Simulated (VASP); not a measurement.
Band structure of Rb3Li (space group I4/mmm). Computed with PBEsol GGA with spin-orbit coupling, VASP's PBE PAW potentials (set 64) (plane waves; VASP).

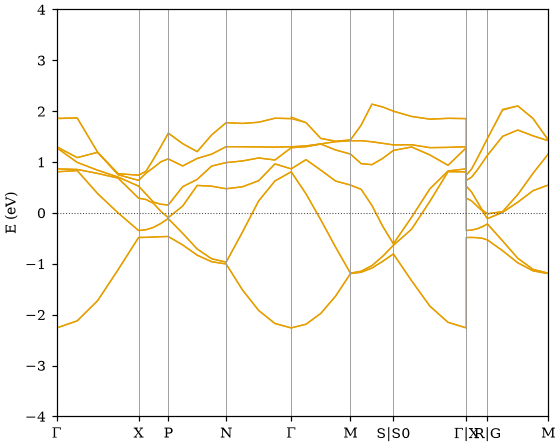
Fig. 1. Bands along high-symmetry lines, zero at the valence-band maximum or, without a gap, the Fermi level

### Question
Read the plot: is there a gap, and where are the band edges?

### Answer
It has no gap at this level: it comes out as a metal or semimetal.

The structure comes from a computed database's Rb3Li entry (I4/mmm); how it stands against other phases isn't given here. It was relaxed first.
